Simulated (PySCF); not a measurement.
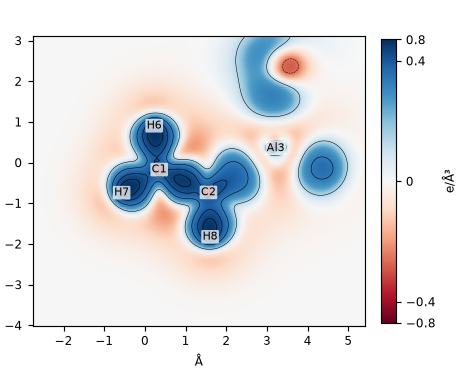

Figure 1: C$_{3}$H$_{7}$AlS, SMILES `C=[CH][AlH][S]C`. Deformation density (molecule less spherical, spin-averaged free atoms) in the plane of C1, C2, Al3, H6, H7 and H8; colour scale in e/Å³, logarithmic beyond ±0.1; blue: gain, red: loss.

Computed with PySCF, r2SCAN/def2-SVP, geometry: GFN2-xTB. No frequency check shows the geometry to be a minimum. GFN2-xTB bond lengths at metals and heavier atoms can be off by up to 0.1 Å and shapes distorted, which carries into these values.

Coordinates in Å:

```
C1       2.1779   -1.0977    0.4064
C2       2.0639    0.0683   -0.2342
Al3      0.3957    1.1336   -0.1658
S4      -1.5375    0.2573    0.4242
C5      -1.5215   -1.2921   -0.5763
H6       1.3478   -1.5189    0.9617
H7       3.0851   -1.6890    0.4170
H8       2.9473    0.4311   -0.7624
H9       0.3484    2.6253   -0.5435
H10     -1.8964   -2.0866    0.0604
H11     -2.1839   -1.1584   -1.4255
H12     -0.5145   -1.5275   -0.9148
```

> Describe the bonding that the map shows.

C1–H6: +0.69 e/Å³ at the bond critical point (bond length 1.08 Å, Mayer order 1.0). C1–H7: +0.69 e/Å³ at the bond critical point (bond length 1.08 Å, Mayer order 1.0). C1–C2: +0.67 e/Å³ at the bond critical point (bond length 1.33 Å, Mayer order 1.9). C2–H8: +0.64 e/Å³ at the bond critical point (bond length 1.09 Å, Mayer order 0.9). C2–Al3: +0.12 e/Å³ at the bond critical point (bond length 1.98 Å, Mayer order 0.9). In all, 2.7 electrons gather in the regions of gain relative to the promolecule. A small or negative value marks a very polar bond, one between electron-rich atoms, whose free-atom densities already overlap strongly, a long bond to a heavier atom, or a closed-shell contact such as a hydrogen bond.

> Where do the Hirshfeld charges lie?

The highest Hirshfeld charge is on Al3 (+0.46 e), the lowest on C2 (−0.20 e).

```
atom  charge (e)
  C1       −0.07
  C2       −0.20
 Al3       +0.46
  S4       −0.16
  C5       −0.10
  H6       +0.04
  H7       +0.04
  H8       +0.03
  H9       −0.17
 H10       +0.04
 H11       +0.04
 H12       +0.04
```
